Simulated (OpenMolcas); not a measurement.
# Multiconfigurational calculation for Co³⁺ complex (part 2 of 2)

Continued. System: Co³⁺ with 4 ligands (Br; tetrahedron, 2.39 Å), neutralised by 4 outer point charges of +0.25 e, whose field is part of the energies. Method: state-averaged CASSCF, active space 6 electrons in the shell 3d, basis ANO-RCC-VDZP on the metal and ANO-RCC-VDZP on the ligands, DKH2 scalar Hamiltonian, spin-orbit coupling by RASSI with atomic mean-field integrals (OpenMolcas).

Output (extracts), continued:
```
--- RASSI ---
SPIN-FREE ENERGIES:
  (Shifted by EMIN (a.u.) =     -11809.4889240923)

 SF State       Relative EMIN(au)   Rel lowest level(eV)    D:o, cm**(-1)

     1             0.0000000000        0.0000000000              0.0000
     2             0.0000000000        0.0000000000              0.0000
     3             0.0149410583        0.4065669075           3279.1833
     4             0.0149410583        0.4065669075           3279.1833
     5             0.0149410583        0.4065669075           3279.1833
     6             0.0897315674        2.4417203382          19693.8027
     7             0.0897315674        2.4417203382          19693.8027
     8             0.0897315674        2.4417203382          19693.8027
     9             0.0990803819        2.6961145402          21745.6303
    10             0.0990803819        2.6961145402          21745.6303
    11             0.1005202023        2.7352940515          22061.6344
    12             0.1005202023        2.7352940515          22061.6344
    13             0.1005202023        2.7352940515          22061.6344
    14             0.1021010714        2.7783116892          22408.5950
    15             0.1021010714        2.7783116892          22408.5950
    16             0.1021010714        2.7783116892          22408.5950
    17             0.1114365231        3.0323422727          24457.4898
    18             0.1167603526        3.1772110522          25625.9353
    19             0.1167603526        3.1772110522          25625.9353
    20             0.1167603526        3.1772110522          25625.9353
    21             0.1193137185        3.2466916796          26186.3344
    22             0.1207606004        3.2860633413          26503.8883
    23             0.1207606004        3.2860633413          26503.8883
    24             0.1207606004        3.2860633413          26503.8883
    25             0.1268004142        3.4504150468          27829.4742
    26             0.1268004142        3.4504150468          27829.4742
    27             0.1331400933        3.6229265042          29220.8729
    28             0.1331400933        3.6229265042          29220.8729
    29             0.1331400933        3.6229265042          29220.8729
    51             0.1367033022        3.7198863573          30002.9069
    52             0.1367033022        3.7198863573          30002.9069
    53             0.1372745398        3.7354305232          30128.2790
    54             0.1372745398        3.7354305232          30128.2790
    55             0.1372745398        3.7354305232          30128.2790
    30             0.1428443794        3.8869935810          31350.7175
    31             0.1428443794        3.8869935810          31350.7175
    32             0.1428443794        3.8869935810          31350.7175
    35             0.1459948995        3.9727235999          32042.1767
    33             0.1459948995        3.9727235999          32042.1767
    34             0.1459948995        3.9727235999          32042.1767
Eigenvalues of complex Hamiltonian:
   -----------------------------------
  (Shifted by EMIN (a.u.) =     -11809.4889240923)

 SO State       Relative EMIN(au)   Rel lowest level(eV)    D:o, cm**(-1)

     1            -0.0007301932        0.0000000000              0.0000
     2            -0.0005848426        0.0039551897             31.9008
     3            -0.0005848426        0.0039551899             31.9008
     4            -0.0005848426        0.0039551895             31.9008
     5            -0.0004385358        0.0079363999             64.0114
     6            -0.0004385358        0.0079363999             64.0114
     7            -0.0002560521        0.0129020345            104.0619
     8            -0.0002560521        0.0129020343            104.0619
     9            -0.0002560522        0.0129020340            104.0619
    10            -0.0000681626        0.0180147707            145.2989
    11             0.0136671757        0.3917723650           3159.8572
    12             0.0136671757        0.3917723647           3159.8572
    13             0.0136671757        0.3917723649           3159.8572
    14             0.0145293571        0.4152335165           3349.0842
    15             0.0145293571        0.4152335171           3349.0842
    16             0.0145293571        0.4152335168           3349.0842
    17             0.0146751415        0.4192005104           3381.0801
    18             0.0146751415        0.4192005105           3381.0801
    19             0.0156969454        0.4470052135           3605.3402
    20             0.0156969454        0.4470052133           3605.3402
    21             0.0156969454        0.4470052134           3605.3402
    22             0.0158924663        0.4523256081           3648.2521
    23             0.0158924663        0.4523256075           3648.2521
    24             0.0158924663        0.4523256070           3648.2521
    25             0.0160904516        0.4577130616           3691.7048
    26             0.0884349369        2.4263067950          19569.4841
    27             0.0889903787        2.4414211346          19691.3894
    28             0.0889903787        2.4414211343          19691.3894
    29             0.0889903787        2.4414211346          19691.3894
    30             0.0897684158        2.4625926028          19862.1488
    31             0.0897684158        2.4625926027          19862.1488
    32             0.0897684158        2.4625926029          19862.1488
    33             0.0898608385        2.4651075522          19882.4333
    34             0.0898608385        2.4651075523          19882.4333
    35             0.0984623702        2.6991671547          21770.2513
    36             0.0984623702        2.6991671540          21770.2513
    37             0.0984623702        2.6991671551          21770.2513
    38             0.0987959506        2.7082443407          21843.4637
    39             0.0987959506        2.7082443404          21843.4637
    40             0.0988395095        2.7094296387          21853.0238
    41             0.0988395095        2.7094296386          21853.0238
Weights of the five most important spin-orbit-free states for each spin-orbit state.

 SO State  Total energy (au)           Spin-free states, spin, and weights
 -------------------------------------------------------------------------------------------------------
    1        -0.000730       1 2.0  0.4832    2 2.0  0.4832    5 2.0  0.0107    4 2.0  0.0107    3 2.0  0.0107
    2        -0.000585       1 2.0  0.4934    2 2.0  0.4789    4 2.0  0.0132    3 2.0  0.0067    5 2.0  0.0064
    3        -0.000585       2 2.0  0.5232    1 2.0  0.4492    3 2.0  0.0162    4 2.0  0.0067    5 2.0  0.0034
    4        -0.000585       1 2.0  0.5159    2 2.0  0.4564    5 2.0  0.0164    4 2.0  0.0065    3 2.0  0.0034
    5        -0.000439       2 2.0  0.4893    1 2.0  0.4893    3 2.0  0.0093    5 2.0  0.0085    4 2.0  0.0024
    6        -0.000439       2 2.0  0.4893    1 2.0  0.4893    4 2.0  0.0110    5 2.0  0.0050    3 2.0  0.0042
    7        -0.000256       2 2.0  0.5046    1 2.0  0.4839    5 2.0  0.0059    4 2.0  0.0036    3 2.0  0.0011
    8        -0.000256       2 2.0  0.5062    1 2.0  0.4823    5 2.0  0.0037    3 2.0  0.0037    4 2.0  0.0032
    9        -0.000256       1 2.0  0.5165    2 2.0  0.4720    3 2.0  0.0058    4 2.0  0.0039    5 2.0  0.0010
   10        -0.000068       1 2.0  0.4998    2 2.0  0.4998   23 1.0  0.0001   24 1.0  0.0001   22 1.0  0.0001
   11         0.013667       3 2.0  0.3804    5 2.0  0.3139    4 2.0  0.2974    1 2.0  0.0038    2 2.0  0.0031
   12         0.013667       5 2.0  0.3836    3 2.0  0.3134    4 2.0  0.2946    2 2.0  0.0038    1 2.0  0.0031
```

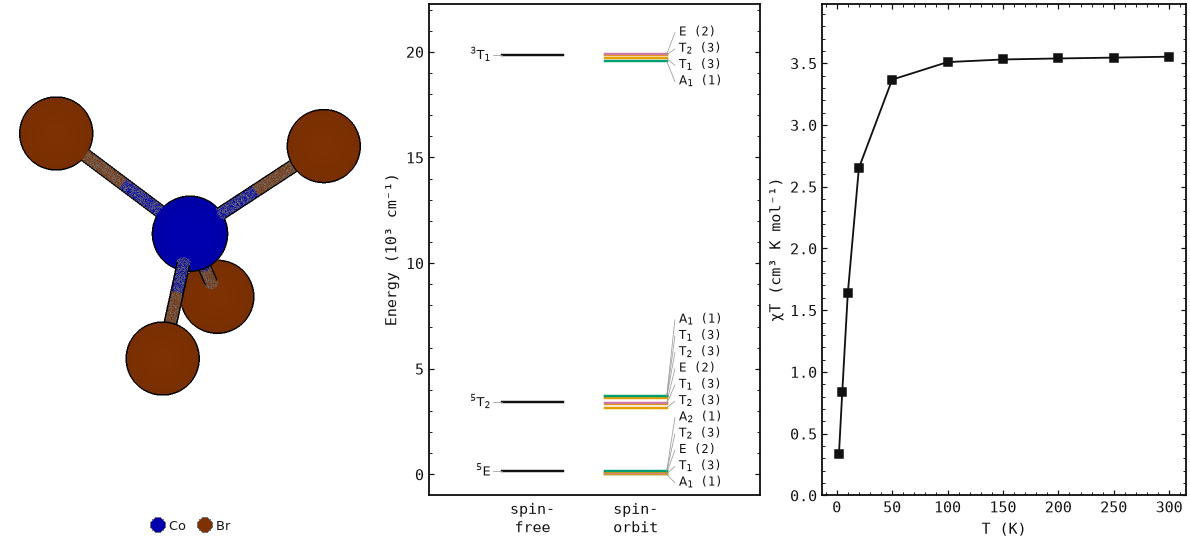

Fig. 1: Co³⁺ (3d⁶) with 4 ligands, Br⁻, at 2.39 Å (arrangement: tetrahedron, Td), neutralised by outer point charges of +0.25 e, and its levels and susceptibility. Labels give the representation in O, Td, D4 or D3 as the site allows (double group for half-integer spin) where it could be assigned and, in brackets, the degeneracy; spin-free states, where drawn, share the zero of the spin-orbit levels. Powder susceptibility by Van Vleck's formula. The ground level is A₁, non-degenerate, 100 % from states of spin multiplicity 5. The next level lies at 32 cm⁻¹ (T₁). The lowest spin-free state is ⁵E; of the same spin there follows at 3,280 cm⁻¹ (⁵T₂) above it. χT is 0.335 cm³ K mol⁻¹ at 2 K and 3.55 at 300 K, an effective moment of 5.33 μB. The active orbitals hold 89 to 96 % metal character (Löwdin), and the Mulliken charge of the metal is +0.82.

Results in brief:

- outcome: converged
- energy of the lowest spin-free term: −11809.48892 hartree
- energy of the lowest spin-orbit level: −11809.48965 hartree
- largest spread among components of a term: 0.0 cm⁻¹
- hardware: 1 thread of Intel Xeon @ 2.50GHz (Skylake/Cascade Lake), 128 GiB of memory available, shared host
- wall time: 3.1 min
- peak memory: 0.27 GiB

Remarks:

Without dynamic correlation the splittings between terms come out too large, often by 20 to 50 %. Caveats: covalent bonds, ligand orbitals missing from the active space; distances are set from ionic radii, not optimised.
